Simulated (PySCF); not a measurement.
## Geometry relaxation, with input and output: C$_{4}$H$_{13}$OPSi$_{2}$ (part 2 of 2)

The same run, continued: C$_{4}$H$_{13}$OPSi$_{2}$; PBE0-D3(BJ)/def2-SVP geometry optimisation, gas phase (PySCF 2.14.0). It belongs to a series of runs on one base structure; here: cPr replaced by SiH3.

Geometry of the input (Å):
```
C  -3.3859  0.8204  0.0602
C  -2.1771  0.1707  0.5852
O  -1.9459  0.1049  1.7629
C  -1.1872  -0.3582  -0.4340
P  0.3957  0.5795  -0.2134
Si 0.7346  -0.0074  1.9439
C  1.5170  -0.6242  -1.0726
Si 3.2982  0.0477  -1.2604
H  -3.9733  0.1569  -0.5433
H  -3.1063  1.6825  -0.5590
H  -4.0360  1.2006  0.8822
H  -1.0079  -1.4152  -0.2293
H  -1.6134  -0.2253  -1.4613
H  0.2837  -1.3733  2.2478
H  2.2025  -0.0223  2.0736
H  0.2148  1.0435  2.8227
H  1.0886  -0.7601  -2.0729
H  1.4851  -1.5801  -0.5538
H  3.9108  0.1971  0.0555
H  3.2176  1.3281  -1.9582
H  4.0133  -0.9434  -2.0527
```

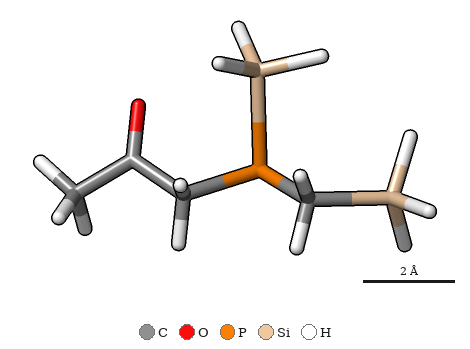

Fig. 1: The geometry at step 16 of the log (stick view, seen at a tilt).

## Trajectory as extended XYZ, continued
```
21
Properties=species:S:1:pos:R:3:forces:R:3 step=11 energy=-31421.47657
C    -3.5611    0.7282   -0.0978    0.0205  -0.0020  -0.0009
C    -2.2550    0.3189    0.5204   -0.0185  -0.0202  -0.0342
O    -2.0286    0.4580    1.7021   -0.0033   0.0192   0.0249
C    -1.2029   -0.2708   -0.3905    0.0185   0.0471  -0.0021
P     0.4385    0.6000   -0.1113    0.0074  -0.0515  -0.0194
Si    0.8202   -0.1057    2.0179    0.0196   0.0185  -0.0019
C     1.5710   -0.5854   -1.0058   -0.0232   0.0086   0.0090
Si    3.3133    0.1174   -1.2107    0.0296   0.0052  -0.0113
H    -4.0112   -0.1195   -0.6380   -0.0117  -0.0035  -0.0001
H    -3.3754    1.5185   -0.8437   -0.0028  -0.0015   0.0077
H    -4.2472    1.0980    0.6738   -0.0036  -0.0065   0.0011
H    -1.1075   -1.3445   -0.1523   -0.0083  -0.0168   0.0011
H    -1.4812   -0.1823   -1.4519    0.0001   0.0098   0.0029
H     0.1851   -1.4368    2.2700   -0.0008   0.0014  -0.0058
H     2.3066   -0.2962    2.1032   -0.0024   0.0055   0.0013
H     0.4283    0.9006    3.0400   -0.0073  -0.0092   0.0038
H     1.1675   -0.7126   -2.0256    0.0018  -0.0021   0.0005
H     1.6036   -1.5884   -0.5462    0.0010   0.0024   0.0134
H     3.8632    0.6047    0.0893   -0.0053  -0.0055   0.0006
H     3.2769    1.2594   -2.1736   -0.0042  -0.0021   0.0071
H     4.2241   -0.9398   -1.7505   -0.0071   0.0031   0.0023
21
Properties=species:S:1:pos:R:3:forces:R:3 step=12 energy=-31421.47765
C    -3.5716    0.7083   -0.0971    0.0222  -0.0046  -0.0048
C    -2.2526    0.3249    0.5103   -0.0135  -0.0189  -0.0320
O    -2.0189    0.4716    1.6897   -0.0052   0.0203   0.0204
C    -1.1999   -0.2515   -0.4084    0.0191   0.0400  -0.0036
P     0.4467    0.6045   -0.1170   -0.0051  -0.0445  -0.0173
Si    0.8118   -0.0985    2.0153    0.0265   0.0230  -0.0003
C     1.5789   -0.5903   -0.9990   -0.0095   0.0086   0.0015
Si    3.3221    0.1140   -1.1952    0.0307   0.0063  -0.0097
H    -4.0071   -0.1465   -0.6381   -0.0126  -0.0030   0.0029
H    -3.4084    1.5053   -0.8412   -0.0020  -0.0001   0.0094
H    -4.2598    1.0606    0.6807   -0.0055  -0.0064   0.0019
H    -1.1109   -1.3302   -0.1889   -0.0078  -0.0136   0.0053
H    -1.4792   -0.1459   -1.4681    0.0026   0.0080   0.0023
H     0.1696   -1.4252    2.2711   -0.0032  -0.0005  -0.0068
H     2.2972   -0.2978    2.1037   -0.0057   0.0028   0.0030
H     0.4264    0.9144    3.0333   -0.0085  -0.0112   0.0052
H     1.1816   -0.7240   -2.0203    0.0010  -0.0001   0.0006
H     1.6092   -1.5901   -0.5325   -0.0026   0.0028   0.0150
H     3.8513    0.6308    0.1021   -0.0048  -0.0077   0.0005
H     3.2954    1.2363   -2.1812   -0.0068  -0.0018   0.0060
H     4.2463   -0.9488   -1.7002   -0.0094   0.0007   0.0006
21
Properties=species:S:1:pos:R:3:forces:R:3 step=13 energy=-31421.47922
C    -3.5903    0.6736   -0.0967    0.0088  -0.0133  -0.0118
C    -2.2511    0.3367    0.4937    0.0069  -0.0090  -0.0037
O    -2.0104    0.4911    1.6709   -0.0017   0.0146  -0.0007
C    -1.1932   -0.2094   -0.4377    0.0049   0.0037  -0.0037
P     0.4628    0.6180   -0.1258   -0.0244  -0.0056  -0.0015
Si    0.8022   -0.0764    2.0124    0.0212   0.0204   0.0010
C     1.5888   -0.5979   -0.9844    0.0256   0.0015  -0.0114
Si    3.3390    0.0940   -1.1728    0.0132   0.0040  -0.0013
H    -3.9977   -0.1910   -0.6442   -0.0058   0.0007   0.0055
H    -3.4680    1.4858   -0.8318    0.0002   0.0041   0.0069
H    -4.2837    0.9880    0.6927   -0.0054  -0.0028   0.0020
H    -1.1151   -1.2964   -0.2536   -0.0051  -0.0001   0.0059
H    -1.4731   -0.0712   -1.4935    0.0067   0.0027  -0.0016
H     0.1669   -1.4071    2.2645   -0.0068  -0.0031  -0.0043
H     2.2882   -0.2666    2.1130   -0.0065  -0.0042   0.0035
H     0.4045    0.9351    3.0268   -0.0060  -0.0073   0.0046
H     1.2003   -0.7423   -2.0075   -0.0019   0.0010   0.0009
H     1.6098   -1.5916   -0.5043   -0.0087   0.0040   0.0109
H     3.8542    0.6295    0.1223   -0.0008  -0.0073   0.0010
H     3.3294    1.2006   -2.1763   -0.0072  -0.0002   0.0010
H     4.2644   -0.9808   -1.6486   -0.0073  -0.0037  -0.0035
21
Properties=species:S:1:pos:R:3:forces:R:3 step=14 energy=-31421.47994
C    -3.6010    0.6457   -0.1014   -0.0044  -0.0148  -0.0091
C    -2.2493    0.3492    0.4819    0.0131  -0.0025   0.0121
O    -2.0060    0.5207    1.6562    0.0026   0.0100  -0.0108
C    -1.1858   -0.1827   -0.4511   -0.0030  -0.0163   0.0022
P     0.4733    0.6310   -0.1260   -0.0229   0.0160   0.0055
Si    0.7951   -0.0650    2.0141    0.0098   0.0105  -0.0021
C     1.5951   -0.5952   -0.9749    0.0296  -0.0008  -0.0110
Si    3.3504    0.0847   -1.1611   -0.0027  -0.0012   0.0034
H    -3.9878   -0.2306   -0.6453    0.0013   0.0029   0.0028
H    -3.5074    1.4611   -0.8372    0.0003   0.0045   0.0027
H    -4.2983    0.9404    0.6922   -0.0022  -0.0002   0.0000
H    -1.1135   -1.2728   -0.2808   -0.0041   0.0040   0.0003
H    -1.4627   -0.0320   -1.5061    0.0053   0.0009  -0.0023
H     0.1532   -1.3948    2.2563   -0.0061  -0.0019  -0.0013
H     2.2793   -0.2618    2.1248   -0.0023  -0.0052   0.0017
H     0.3935    0.9423    3.0309   -0.0022  -0.0017   0.0018
H     1.2094   -0.7418   -1.9988   -0.0021  -0.0024   0.0009
H     1.6080   -1.5865   -0.4895   -0.0081   0.0036   0.0058
H     3.8610    0.6305    0.1315    0.0030  -0.0058   0.0022
H     3.3507    1.1805   -2.1763   -0.0026   0.0025   0.0005
H     4.2708   -1.0011   -1.6206   -0.0023  -0.0022  -0.0055
21
Properties=species:S:1:pos:R:3:forces:R:3 step=15 energy=-31421.48077
C    -3.6101    0.6163   -0.1067   -0.0165  -0.0124   0.0018
C    -2.2474    0.3630    0.4715    0.0102   0.0093   0.0185
O    -2.0023    0.5573    1.6420    0.0057   0.0042  -0.0157
C    -1.1779   -0.1574   -0.4604   -0.0053  -0.0306   0.0084
P     0.4820    0.6489   -0.1255   -0.0126   0.0279   0.0063
Si    0.7890   -0.0498    2.0156   -0.0050  -0.0052  -0.0018
C     1.5988   -0.5874   -0.9675    0.0198   0.0030  -0.0057
Si    3.3622    0.0713   -1.1507   -0.0180  -0.0065   0.0063
H    -3.9757   -0.2737   -0.6430    0.0077   0.0033  -0.0035
H    -3.5448    1.4309   -0.8462    0.0004   0.0025  -0.0026
H    -4.3112    0.8949    0.6895    0.0014   0.0022  -0.0018
H    -1.1085   -1.2492   -0.2977   -0.0021   0.0044  -0.0071
H    -1.4514   -0.0003   -1.5154    0.0012  -0.0007  -0.0014
H     0.1400   -1.3792    2.2442   -0.0030   0.0012   0.0031
H     2.2713   -0.2533    2.1372    0.0007  -0.0046   0.0000
H     0.3808    0.9505    3.0364    0.0048   0.0052  -0.0014
H     1.2142   -0.7319   -1.9921    0.0018  -0.0069  -0.0003
H     1.5987   -1.5776   -0.4795   -0.0038   0.0010   0.0006
H     3.8799    0.6037    0.1445    0.0056  -0.0029   0.0010
H     3.3746    1.1707   -2.1618    0.0033   0.0047   0.0011
H     4.2660   -1.0261   -1.6154    0.0035   0.0008  -0.0059
21
Properties=species:S:1:pos:R:3:forces:R:3 step=16 energy=-31421.48168
C    -3.6204    0.5759   -0.1153   -0.0154  -0.0069   0.0054
C    -2.2447    0.3836    0.4563    0.0046   0.0104   0.0173
O    -1.9961    0.6189    1.6184    0.0111   0.0024  -0.0107
C    -1.1690   -0.1323   -0.4705   -0.0025  -0.0336   0.0152
P     0.4910    0.6680   -0.1244   -0.0036   0.0242   0.0036
Si    0.7786   -0.0384    2.0167   -0.0090  -0.0154  -0.0061
C     1.6053   -0.5759   -0.9607   -0.0013   0.0075   0.0003
Si    3.3755    0.0659   -1.1333   -0.0197  -0.0077   0.0052
H    -3.9575   -0.3356   -0.6335    0.0081   0.0027  -0.0072
H    -3.5910    1.3806   -0.8678   -0.0008   0.0004  -0.0052
H    -4.3252    0.8424    0.6820    0.0039   0.0024  -0.0023
H    -1.1038   -1.2251   -0.3114   -0.0029   0.0029  -0.0115
H    -1.4378    0.0265   -1.5266   -0.0021   0.0009  -0.0023
H     0.1020   -1.3563    2.2349   -0.0020   0.0049   0.0058
H     2.2556   -0.2734    2.1459    0.0022  -0.0023  -0.0003
H     0.3835    0.9623    3.0421    0.0053   0.0097  -0.0039
H     1.2247   -0.7160   -1.9874    0.0057  -0.0099  -0.0014
H     1.5922   -1.5663   -0.4733    0.0010  -0.0001  -0.0012
H     3.8884    0.5996    0.1633    0.0061  -0.0019   0.0015
H     3.4047    1.1597   -2.1501    0.0058   0.0064   0.0036
H     4.2719   -1.0424   -1.5862    0.0053   0.0031  -0.0057
21
Properties=species:S:1:pos:R:3:forces:R:3 step=17 energy=-31421.48270
C    -3.6270    0.5392   -0.1182   -0.0100   0.0032   0.0173
C    -2.2406    0.4021    0.4444   -0.0128   0.0111  -0.0009
O    -1.9863    0.6810    1.5954    0.0065  -0.0004  -0.0020
C    -1.1624   -0.1153   -0.4777    0.0082  -0.0204   0.0135
P     0.4955    0.6881   -0.1295    0.0135   0.0026  -0.0043
Si    0.7689   -0.0185    2.0133   -0.0157  -0.0201  -0.0011
C     1.6081   -0.5627   -0.9606   -0.0296   0.0158   0.0090
Si    3.3881    0.0527   -1.1161   -0.0138  -0.0048   0.0009
H    -3.9401   -0.3921   -0.6152    0.0067   0.0003  -0.0099
H    -3.6292    1.3301   -0.8859   -0.0006  -0.0029  -0.0058
H    -4.3328    0.8004    0.6800    0.0045   0.0013  -0.0025
H    -1.0974   -1.2078   -0.3156   -0.0030  -0.0015  -0.0126
H    -1.4300    0.0384   -1.5351   -0.0054   0.0008   0.0013
H     0.0656   -1.3236    2.2272    0.0019   0.0066   0.0080
H     2.2401   -0.2824    2.1510    0.0032  -0.0003  -0.0003
H     0.3852    0.9873    3.0381    0.0103   0.0114  -0.0052
H     1.2331   -0.6943   -1.9906    0.0121  -0.0105  -0.0041
H     1.5765   -1.5546   -0.4770    0.0086  -0.0023  -0.0025
H     3.9106    0.5433    0.1936    0.0040   0.0007  -0.0004
H     3.4379    1.1707   -2.1055    0.0062   0.0053   0.0052
H     4.2641   -1.0603   -1.5971    0.0052   0.0040  -0.0035
21
Properties=species:S:1:pos:R:3:forces:R:3 step=18 energy=-31421.48335
C    -3.6291    0.5281   -0.1187    0.0008   0.0065   0.0107
C    -2.2394    0.4081    0.4401   -0.0149   0.0024  -0.0096
O    -1.9811    0.7071    1.5851    0.0039   0.0021   0.0077
C    -1.1623   -0.1175   -0.4788    0.0122  -0.0012   0.0060
P     0.4948    0.6897   -0.1336    0.0133  -0.0161  -0.0065
Si    0.7655   -0.0126    2.0114   -0.0102  -0.0148  -0.0017
C     1.6095   -0.5600   -0.9641   -0.0351   0.0144   0.0097
Si    3.3913    0.0521   -1.1084    0.0004   0.0006  -0.0024
H    -3.9357   -0.4107   -0.6054    0.0009  -0.0014  -0.0063
H    -3.6397    1.3106   -0.8950   -0.0007  -0.0029  -0.0022
H    -4.3342    0.7931    0.6787    0.0027  -0.0010  -0.0009
H    -1.0984   -1.2092   -0.3123   -0.0034  -0.0041  -0.0062
H    -1.4307    0.0310   -1.5369   -0.0032   0.0011   0.0006
H     0.0431   -1.3053    2.2358    0.0023   0.0062   0.0062
H     2.2327   -0.2980    2.1483    0.0021   0.0008  -0.0001
H     0.3999    1.0058    3.0307    0.0061   0.0083  -0.0047
H     1.2398   -0.6877   -1.9966    0.0100  -0.0064  -0.0035
H     1.5744   -1.5539   -0.4847    0.0091  -0.0004   0.0003
H     3.9147    0.5210    0.2090    0.0009   0.0002  -0.0002
H     3.4475    1.1856   -2.0799    0.0020   0.0028   0.0049
H     4.2653   -1.0554   -1.6058    0.0009   0.0028  -0.0016
21
Properties=species:S:1:pos:R:3:forces:R:3 step=19 energy=-31421.48364
C    -3.6292    0.5280   -0.1160    0.0083   0.0038   0.0000
C    -2.2385    0.4068    0.4396   -0.0073  -0.0076  -0.0127
O    -1.9750    0.7142    1.5813   -0.0034   0.0058   0.0087
C    -1.1656   -0.1286   -0.4790    0.0090   0.0190  -0.0081
P     0.4917    0.6817   -0.1411    0.0055  -0.0247  -0.0027
Si    0.7644   -0.0057    2.0089   -0.0011   0.0000   0.0007
C     1.6099   -0.5646   -0.9702   -0.0197   0.0067   0.0039
Si    3.3911    0.0516   -1.1041    0.0132   0.0061  -0.0040
H    -3.9383   -0.4114   -0.6000   -0.0039  -0.0020   0.0007
H    -3.6391    1.3074   -0.8958    0.0001  -0.0007   0.0027
H    -4.3321    0.7983    0.6815   -0.0013  -0.0027   0.0009
H    -1.1037   -1.2199   -0.3098   -0.0027  -0.0044   0.0040
H    -1.4373    0.0169   -1.5367    0.0007  -0.0012   0.0016
H     0.0281   -1.2855    2.2578    0.0014   0.0017   0.0017
H     2.2290   -0.3063    2.1431    0.0005   0.0004  -0.0003
H     0.4184    1.0341    3.0137    0.0012   0.0008  -0.0015
H     1.2469   -0.6909   -2.0053    0.0033   0.0001  -0.0013
H     1.5765   -1.5602   -0.4944    0.0052   0.0011   0.0036
H     3.9194    0.4855    0.2233   -0.0021  -0.0008  -0.0001
H     3.4465    1.2115   -2.0442   -0.0033  -0.0009   0.0017
H     4.2647   -1.0413   -1.6337   -0.0037  -0.0005   0.0003
21
Properties=species:S:1:pos:R:3:forces:R:3 step=20 energy=-31421.48385
C    -3.6324    0.5132   -0.1187    0.0063   0.0012  -0.0066
C    -2.2381    0.4134    0.4320    0.0013  -0.0042  -0.0027
O    -1.9737    0.7361    1.5692    0.0001   0.0011   0.0038
C    -1.1635   -0.1213   -0.4853    0.0022   0.0067  -0.0041
P     0.4954    0.6825   -0.1423   -0.0014  -0.0106   0.0033
Si    0.7598   -0.0016    2.0097    0.0059   0.0012  -0.0033
C     1.6137   -0.5654   -0.9673   -0.0069   0.0006  -0.0009
Si    3.3950    0.0526   -1.0961    0.0090   0.0051  -0.0027
H    -3.9310   -0.4322   -0.5976   -0.0035  -0.0007   0.0023
H    -3.6559    1.2890   -0.9016   -0.0003   0.0009   0.0028
H    -4.3356    0.7778    0.6804   -0.0014  -0.0015   0.0010
H    -1.1067   -1.2137   -0.3202   -0.0011  -0.0010   0.0035
H    -1.4338    0.0277   -1.5430    0.0014   0.0000  -0.0005
H     0.0109   -1.2727    2.2646   -0.0011   0.0013   0.0007
H     2.2213   -0.3168    2.1454   -0.0013   0.0005  -0.0002
H     0.4255    1.0461    3.0101   -0.0033   0.0003  -0.0008
H     1.2548   -0.6927   -2.0037    0.0001   0.0005   0.0001
H     1.5804   -1.5607   -0.4908    0.0018   0.0017   0.0033
H     3.9178    0.4896    0.2324   -0.0018  -0.0014   0.0005
H     3.4521    1.2110   -2.0377   -0.0032  -0.0008   0.0005
H     4.2717   -1.0402   -1.6206   -0.0028  -0.0007   0.0001
```

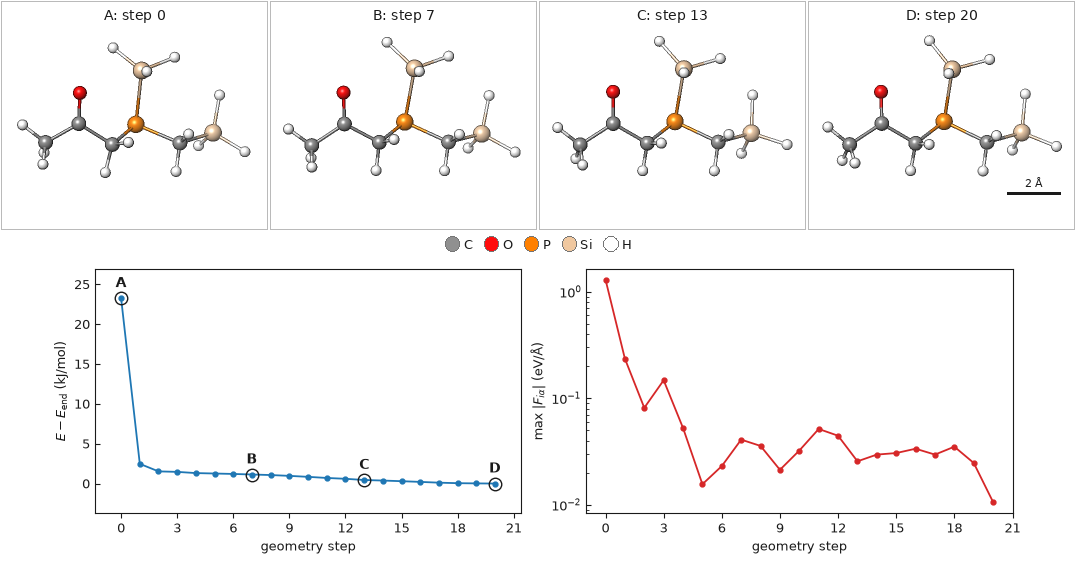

Fig. 2: Frames of the relaxation (ball-and-stick view, seen at a tilt) above the curves, on which the letters mark them (steps are counted from 0).

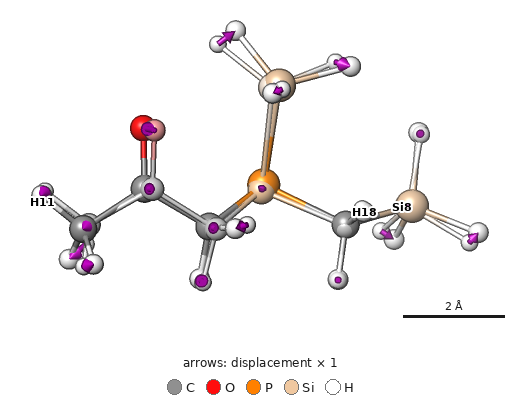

Fig. 3: Start (faint) and end (solid) with the displacements as pink arrows, at true length (ball-and-stick view, seen at a tilt). The two geometries are laid on each other by the best rigid fit. The largest move after the best rigid fit is that of O3, 0.65 Å. Largest moves by element: O 0.65 Å, H 0.61 Å, C 0.30 Å, P 0.16 Å, Si 0.15 Å. Among the contacts that change: Si8–H21 1.456 → 1.496 Å, Si8–H19 1.459 → 1.493 Å, C1–C2 1.469 → 1.502 Å, C1–H9 1.072 → 1.101 Å. Among the angles that change: P5–Si6–H16 109.4° → 113.5°, C2–C4–P5 107.5° → 111.5°, C7–Si8–H21 105.8° → 109.7°. After 20 geometry steps the energy has fallen by 23.3 kJ/mol. The largest force component goes from 1.3 to 0.011 eV/Å. (Atoms are counted from 1 in the order of the input.)

## Results in brief

- outcome: converged
- total energy: −1154.718243 hartree
- dipole moment: 3.86 D
- point group: C1
- wall time: 3.7 min
- peak memory: 0.88 GiB
